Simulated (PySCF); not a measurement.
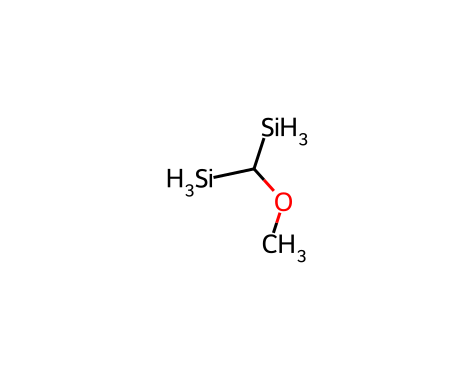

The geometry was computed by an optimisation with GFN2-xTB. No frequency run is at hand to confirm it as a minimum. Properties computed with PBE0/def2-SVPD, gas phase (PySCF 2.14.0). Excitations: vertical, linear response.

What does the calculation give?

The species is C2H10OSi2 (`COC([SiH3])[SiH3]`).
- dipole moment: 1.35 D
- HOMO energy (Kohn–Sham orbital): −7.07 eV
- LUMO energy (Kohn–Sham orbital): 0.24 eV
- HOMO–LUMO gap: 7.31 eV
- mean static polarisability: 86.0 bohr³
- lowest vertical singlet excitation: 6.10 eV
- its oscillator strength: 0.041
- brightest of the 6 lowest singlets: 6.90 eV
- its oscillator strength: 0.05

The geometry is semi-empirical. Around Si such bond lengths and angles can be off by a tenth of an ångström or more and by several degrees, and values that hang on the shape move with them.
